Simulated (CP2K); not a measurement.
# C4H2F4 (SMILES FC1=C(F)C(F)C1F): MNDO

What is the energy change on altering one bond length of C4H2F4 at MNDO? 

Program for the calculation: CP2K 2026.2.

2 further runs of the same task are left out: 1 that didn't finish, 1 set aside as unsound or not needed.

## Step 1: The structure to begin with

The species is C4H2F4 (10 atoms), meant as a singlet with charge 0. As SMILES, `FC1=C(F)C(F)C1F`. Geometry: a rough force-field guess.

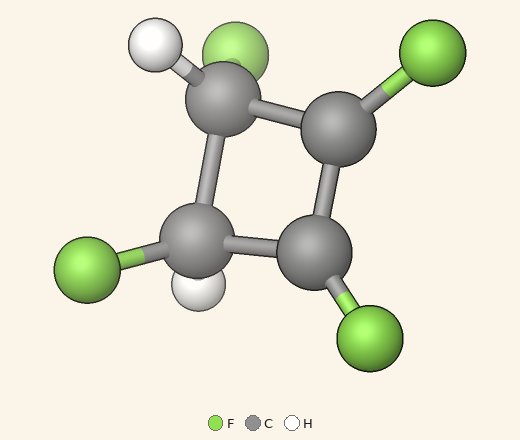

Viewed from a chosen angle; fluorine green, carbon grey, hydrogen white.

## Step 2: The energy at MNDO

The input, calc.inp:

```
&GLOBAL
   PROJECT_NAME calc
   RUN_TYPE ENERGY
   PRINT_LEVEL MEDIUM
&END GLOBAL

&FORCE_EVAL
   METHOD QS
   &DFT
      &QS
         METHOD MNDO
         EPS_DEFAULT 1.0E-10
         &SE
            &COULOMB
               CUTOFF [angstrom] 50
               RC_RANGE [angstrom] 0
            &END COULOMB
            &EXCHANGE
               CUTOFF [angstrom] 50
               RC_RANGE [angstrom] 0
            &END EXCHANGE
         &END SE
      &END QS
      # isolated system
      &POISSON
         PERIODIC NONE
         POISSON_SOLVER ANALYTIC
      &END POISSON
      &SCF
         SCF_GUESS ATOMIC
         EPS_SCF 1.0E-07
         MAX_SCF 40
         &OT
            MINIMIZER CG
            PRECONDITIONER FULL_ALL
         &END OT
         &OUTER_SCF
            EPS_SCF 1.0E-07
            MAX_SCF 8
         &END OUTER_SCF
      &END SCF
      &PRINT
         &MOMENTS
            PERIODIC F
            REFERENCE COM
            MAX_MOMENT 1
         &END MOMENTS
         &MO_CUBES
            NLUMO 3
            NHOMO -1
            WRITE_CUBE F
         &END MO_CUBES
         &HIRSHFELD OFF
         &END HIRSHFELD
      &END PRINT
   &END DFT
   &SUBSYS
      # box in angstrom
      &CELL
         ABC 20.3 20.4 18.5
         PERIODIC NONE
      &END CELL
      &COORD
         UNIT bohr
         F      0.6190743    -4.5559407     1.3339577
         C      0.0920297    -2.0821002     0.5710752
         C     -2.0467624    -0.8407392    -0.2267671
         F     -4.2637891    -1.5342686    -0.5334697
         C     -0.6045234     1.6276211    -0.6188853
         F     -1.2972970     3.6896903     0.8380935
         C      1.8407822     0.2282789     0.3288123
         F      3.7970267     0.1804688    -1.3757206
         H     -0.4573137     2.2378137    -2.4980290
         H      2.4778089     0.9522330     2.1864131
      &END COORD
      &TOPOLOGY
         &CENTER_COORDINATES
         &END CENTER_COORDINATES
      &END TOPOLOGY
   &END SUBSYS
&END FORCE_EVAL
```

On the command line:

```console
$ OMP_NUM_THREADS=1 cp2k.psmp -i calc.inp -o calc.out
```

Standard output:

```text
CP2K| version string:                                       CP2K version 2026.2
[...]
 GLOBAL| Method name                                                        CP2K
[...]
 GLOBAL| Run type                                                         ENERGY
[...]
                             - Atoms:                                         10
[...]
                             - Spherical basis functions:                     34
[...]
 Number of electrons:                                                         46
[...]
     1 OT CG       0.15E+00    0.0     0.34945648       -80.4991168949 -8.05E+01
[...]
     8 OT CG       0.38E+00    0.0     0.00000003       -90.2494595671 -2.94E-12
  *** SCF run converged in     8 steps ***
  Core-core repulsion energy [eV]:                           4979.52902879320845
  Core Hamiltonian energy [eV]:                             -4083.13418355544400
  Two-electron integral energy [eV]:                        -6704.41506473006393
  Electronic energy [eV]:                                   -7435.34171592047642
  Total energy [eV]:                                        -2455.81268712726751
  Atomic reference energy [eV]:                              2449.98736896222272
  Heat of formation [kcal/mol]:                              -134.33503882438356
[...]
 SE_DIPOLE| Moment [Debye]          0.13221343      -0.91642113       0.30357817
 SE_DIPOLE| Derivative [a.u.]       0.00000000       0.00000000       0.00000000
 *** WARNING in qs_scf_post_se.F:140 :: Printing of MO cube files not ***
 *** implemented for Semi-Empirical method.                           ***
 ENERGY| Total FORCE_EVAL ( QS ) energy [hartree]            -90.249459567105603
[...]
```

It took 1.1 s on 1 thread of Arm Neoverse N1, shared host; peak memory 0.14 GiB.

## Step 3: The distorted shape

The input, gas.inp:

```
&GLOBAL
 PROJECT gas
 RUN_TYPE ENERGY
 PRINT_LEVEL MEDIUM
&END

&FORCE_EVAL
 METHOD Quickstep
 &DFT
  &QS
   METHOD MNDO
   EPS_DEFAULT 1.0E-10
   &SE
    &COULOMB
     CUTOFF [angstrom] 50
     RC_RANGE [angstrom] 0
    &END
    &EXCHANGE
     CUTOFF [angstrom] 50
     RC_RANGE [angstrom] 0
    &END
   &END
  &END
  # isolated system
  &POISSON
   PERIODIC NONE
   POISSON_SOLVER ANALYTIC
  &END
  &SCF
   SCF_GUESS ATOMIC
   EPS_SCF 1.0E-07
   MAX_SCF 40
   &OT
    MINIMIZER CG
    PRECONDITIONER FULL_ALL
   &END
   &OUTER_SCF
    EPS_SCF 1.0E-07
    MAX_SCF 8
   &END
  &END
  &PRINT
   &MOMENTS
    PERIODIC F
    REFERENCE COM
    MAX_MOMENT 1
   &END
   &MO_CUBES
    NLUMO 3
    NHOMO -1
    WRITE_CUBE F
   &END
   &HIRSHFELD OFF
   &END
  &END
 &END
 &SUBSYS
  &CELL
   ABC 20.3 20.4 19.5
   PERIODIC NONE
  &END
  &COORD
   UNIT bohr
   F      0.4718684    -5.1661219     3.2130635
   C     -0.0551762    -2.6922815     2.4501811
   C     -2.1939683    -1.4509204     1.6523387
   F     -4.4109949    -2.1444499     1.3456362
   C     -0.7517293     1.0174399     1.2602206
   F     -1.4445029     3.0795090     2.7171994
   C      1.6935763    -0.3819023     2.2079182
   F      3.6498208    -0.4297124     0.5033852
   H     -0.4573137     2.2378137    -2.4980290
   H      2.3306030     0.3420518     4.0655190
  &END
  &TOPOLOGY
   &CENTER_COORDINATES
   &END
  &END
 &END
&END
```

On the command line:

```console
$ OMP_NUM_THREADS=1 cp2k.psmp -i gas.inp > gas.out 2>&1
```

Standard output:

```text
CP2K| version string:                                       CP2K version 2026.2
[...]
 GLOBAL| Method name                                                        CP2K
[...]
 GLOBAL| Run type                                                         ENERGY
[...]
                             - Atoms:                                         10
[...]
                             - Spherical basis functions:                     34
[...]
 Number of electrons:                                                         46
[...]
     1 OT CG       0.15E+00    0.0     0.34300311       -80.5961779698 -8.06E+01
[...]
    10 OT CG       0.39E+00    0.0     0.00000008       -89.9339158163 -1.74E-11
  *** SCF run converged in    10 steps ***
  Core-core repulsion energy [eV]:                           4918.11714892891450
  Core Hamiltonian energy [eV]:                             -4078.74036499298791
  Two-electron integral energy [eV]:                        -6573.20617787110859
  Electronic energy [eV]:                                   -7365.34345392854266
  Total energy [eV]:                                        -2447.22630499962816
  Atomic reference energy [eV]:                              2449.98736896222272
  Heat of formation [kcal/mol]:                                63.67165262104481
[...]
 SE_DIPOLE| Moment [Debye]          0.19308472      -1.60239605       2.18327886
 SE_DIPOLE| Derivative [a.u.]       0.00000000       0.00000000       0.00000000
 *** WARNING in qs_scf_post_se.F:140 :: Printing of MO cube files not ***
 *** implemented for Semi-Empirical method.                           ***
 ENERGY| Total FORCE_EVAL ( QS ) energy [hartree]            -89.933915816265795
[...]
```

Run time: 1.1 s. Hardware: 1 thread of Arm Neoverse N1, shared host; peak memory 0.14 GiB.

## Step 4: Outcome

Level: MNDO.

```
                                                         quantity            value
                                        first shape: total energy     -90.24946 Eh
                                       first shape: dipole moment           0.97 D
                                   first shape: heat of formation  -134.3 kcal/mol
                                    distorted shape: total energy     -89.93392 Eh
                                   distorted shape: dipole moment           2.72 D
                               distorted shape: heat of formation    63.7 kcal/mol
energy change with the C5–H9 bond stretched from 1.048 to 2.097 Å         8.586 eV
```

One bond (distorted shape) is far stretched, which a spin-restricted single reference describes badly. With the C5–H9 bond stretched from 1.048 to 2.097 Å the energy rises by 8.59 eV (828 kJ/mol). The first shape isn't relaxed at this level, so the change isn't measured from a minimum. A restricted reference can't describe the breaking bond well at this length.
